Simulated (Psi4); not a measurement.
**Si2H6O (disiloxane): MP2/cc-pVDZ (density fitting, density fitting for correlation, sweep point 1)**

Aim: the vertical ionisation energy of Si2H6O (disiloxane) at MP2/cc-pVDZ (density fitting, density fitting for correlation, sweep point 1), from 2 runs. 

Program for the calculation: Psi4 1.11.

## 1. The system as given

The species is Si2H6O (9 atoms), meant as a singlet with charge 0. As SMILES, `[SiH3]O[SiH3]`. The coordinates come from a PBE0-D4/def2-TZVP relaxation.

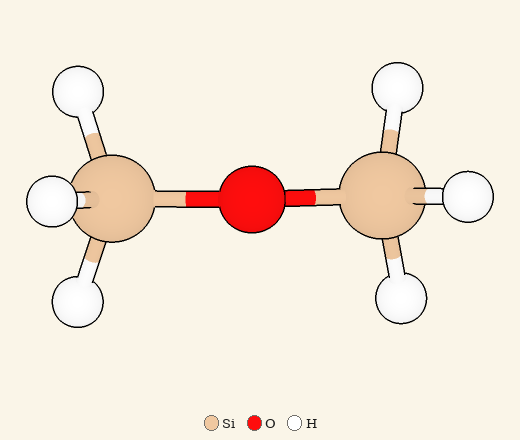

Viewed from a chosen angle; silicon light orange, oxygen red, hydrogen white.

## 2. A single-point energy at MP2/cc-pVDZ (density fitting, density fitting for correlation, sweep point 1)

The input, h6osi2.inp:

```
memory 1.6 GB

molecule mol {
  0 1
  Si    -0.710290     1.052660    -0.919520
  O      0.425550     0.090990    -0.245380
  Si     0.775570    -1.038810     0.881750
  H     -1.787270     0.226580    -1.525660
  H     -0.060640     1.872420    -1.970220
  H     -1.306170     1.942760     0.111330
  H      2.224270    -1.343130     0.800010
  H     -0.009310    -2.275600     0.628780
  H      0.448290    -0.527870     2.238910
  units angstrom
  symmetry c1
}

set basis cc-pVDZ
set puream true
set scf_type df
set num_frozen_docc 11

e, wfn = energy("mp2", return_wfn=True)
```

The run is started by

```
psi4 -i h6osi2.inp -o h6osi2.out -n 1
```

h6osi2.out:

```text
[...]
  Running in c1 symmetry.
[...]
  Nuclear repulsion =  159.419028914662164
[...]
  Multiplicity = 1
[...]
  Nalpha       = 21
  Nbeta        = 21
[...]
    Number of basis functions: 80
[...]
   @DF-RHF iter   1:  -656.19702357104495   -7.63862e-01   5.13777e-03 DIIS/ADIIS
[...]
   @DF-RHF iter  10:  -656.28512453416704   -5.68434e-13   2.69115e-09 DIIS
[...]
    Orbital Energies [Eh]
    ---------------------
    Doubly Occupied:
       1A    -68.816996     2A    -68.816996     3A    -20.558059
       4A     -6.161003     5A     -6.160980     6A     -4.268620
       7A     -4.268610     8A     -4.266872     9A     -4.266866
      10A     -4.266844    11A     -4.266840    12A     -1.343548
      13A     -0.796778    14A     -0.684698    15A     -0.592339
      16A     -0.587338    17A     -0.585999    18A     -0.484601
      19A     -0.484265    20A     -0.449668    21A     -0.446286
[...]
  @DF-RHF Final Energy:  -656.28512453416704
   => Energetics <=
    Nuclear Repulsion Energy =            159.4190289146621637
    One-Electron Energy =               -1226.2598907032761417
    Two-Electron Energy =                 410.5557372544467967
    Total Energy =                       -656.2851245341671529
[...]
 Multipole Moments:
 ------------------------------------------------------------------------------------
     Multipole            Electronic (a.u.)      Nuclear  (a.u.)        Total (a.u.)
 ------------------------------------------------------------------------------------
 L = 1.  Multiply by 2.5417464519 to convert [e a0] to [Debye]
 Dipole X            :          0.8994141           -1.0486308           -0.1492167
 Dipole Y            :          0.1923242           -0.2239048           -0.0315806
 Dipole Z            :         -0.5186440            0.6050292            0.0863853
 Magnitude           :                                                    0.1752865
[...]
```

It took 4.2 s on 1 thread of Intel Xeon at 2.70GHz, shared host; peak memory 0.28 GiB.

## 3. The doublet cation

The input, h6osi2.in:

```
memory 1600 MB

molecule molecule1 {
  1 2
  Si    -0.710290     1.052660    -0.919520
  O      0.425550     0.090990    -0.245380
  Si     0.775570    -1.038810     0.881750
  H     -1.787270     0.226580    -1.525660
  H     -0.060640     1.872420    -1.970220
  H     -1.306170     1.942760     0.111330
  H      2.224270    -1.343130     0.800010
  H     -0.009310    -2.275600     0.628780
  H      0.448290    -0.527870     2.238910
  symmetry c1
}

set basis cc-pVDZ
set reference uhf
set puream true
set scf_type df
set num_frozen_docc 11
set maxiter 100

energy("mp2")
```

The run is started by

```
psi4 h6osi2.in h6osi2.out -n 1
```

h6osi2.out:

```text
[...]
  Running in c1 symmetry.
[...]
  Nuclear repulsion =  159.419028914662164
[...]
  Multiplicity = 2
[...]
  Nalpha       = 21
  Nbeta        = 20
[...]
    Number of basis functions: 80
[...]
   @DF-UHF iter   1:  -655.77827384716761   -3.45112e-01   4.39576e-03 ADIIS/DIIS
[...]
   @DF-UHF iter  21:  -655.89631359050304   -2.22826e-11   9.88332e-09 DIIS
[...]
   @S^2 Observed:                7.715672884E-01
[...]
    Orbital Energies [Eh]
    ---------------------
    Alpha Occupied:
       1A    -69.035222     2A    -69.035221     3A    -20.970499
       4A     -6.385099     5A     -6.385075     6A     -4.493491
       7A     -4.493482     8A     -4.489340     9A     -4.489334
      10A     -4.489174    11A     -4.489167    12A     -1.762568
      13A     -1.124214    14A     -1.026429    15A     -0.965679
      16A     -0.887494    17A     -0.851810    18A     -0.706361
      19A     -0.698430    20A     -0.688251    21A     -0.677491
    Alpha Virtual:
      22A     -0.085410    23A     -0.017826    24A     -0.009975
      25A     -0.003129    26A      0.002910    27A      0.023260
[...]
  @DF-UHF Final Energy:  -655.89631359050304
   => Energetics <=
    Nuclear Repulsion Energy =            159.4190289146621637
    One-Electron Energy =               -1215.6666595725268962
    Two-Electron Energy =                 400.3513170673615491
    Total Energy =                       -655.8963135905030413
  UHF NO Occupations:
  HONO-2 :   19  A 1.9985256
  HONO-1 :   20  A 1.9938906
[...]
 Multipole Moments:
 ------------------------------------------------------------------------------------
     Multipole            Electronic (a.u.)      Nuclear  (a.u.)        Total (a.u.)
 ------------------------------------------------------------------------------------
 L = 1.  Multiply by 2.5417464519 to convert [e a0] to [Debye]
 Dipole X            :          0.8042166           -1.0486308           -0.2444142
 Dipole Y            :          0.1532972           -0.2239048           -0.0706076
 Dipole Z            :         -0.4853836            0.6050292            0.1196457
 Magnitude           :                                                    0.2811385
[...]
```

It took 5.1 s on 1 thread of Intel Xeon at 2.70GHz, shared host; peak memory 0.28 GiB.

## 4. Outcome

At MP2/cc-pVDZ (density fitting, density fitting for correlation, sweep point 1), 11 core orbitals frozen:

| quantity | value |
| --- | --- |
| singlet Si2H6O: total energy | -656.67337 Eh |
| singlet Si2H6O: HOMO energy (Hartree–Fock orbitals) | -12.14 eV |
| singlet Si2H6O: LUMO energy (Hartree–Fock orbitals) | 3.60 eV |
| singlet Si2H6O: HOMO–LUMO gap (Hartree–Fock orbitals) | 15.75 eV |
| singlet Si2H6O: correlation energy (11 core orbitals frozen) | -388.2 mEh |
| doublet cation: total energy | -656.24377 Eh |
| doublet cation: HOMO energy (Hartree–Fock orbitals) (highest over α and β) | -18.09 eV |
| doublet cation: LUMO energy (Hartree–Fock orbitals) (lowest over α and β) | -8.38 eV |
| doublet cation: correlation energy (11 core orbitals frozen) | -347.5 mEh |
| doublet cation: ⟨S²⟩ of the reference determinant | 0.772 |
| vertical ionisation energy (to the doublet cation) | 11.690 eV |

In words: Removing an electron at fixed nuclei costs 11.69 eV (1128 kJ/mol).
